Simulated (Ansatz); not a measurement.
Level of theory: PBE (plane waves to 420 eV, PAW; Ansatz, a program for electronic structure).

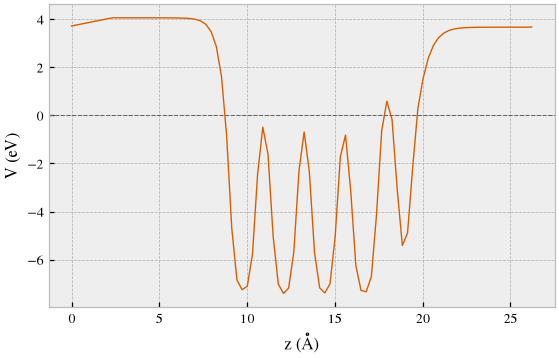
Figure. Planar average of the electrostatic potential across the slab, in eV from the Fermi level, for Li on the 1x1 (111) surface of fcc Al, one in a 1x1 cell, started at the site 'hollow Al-Al-Al over Al at depth 2.3 Å'

Model: 5-atom slab, 7.0 Å thick at the start under the adsorbate (thin: gaps and levels are the slab's own), 12x12x1 mesh, Fermi-Dirac 0.1 eV, dipole correction, 2 atoms held, the rest relaxed; held to the start's symmetry, so lower structures may exist; no spin, no spin-orbit, no U, no dispersion correction. At the end it is bonded to 3 Al. In PBE it is, or lies within 0.03 eV of, the lowest of the starts that converged.

The vacuum level lies 3.67 eV above the Fermi level over the top face and 4.06 eV above it under the bottom face.
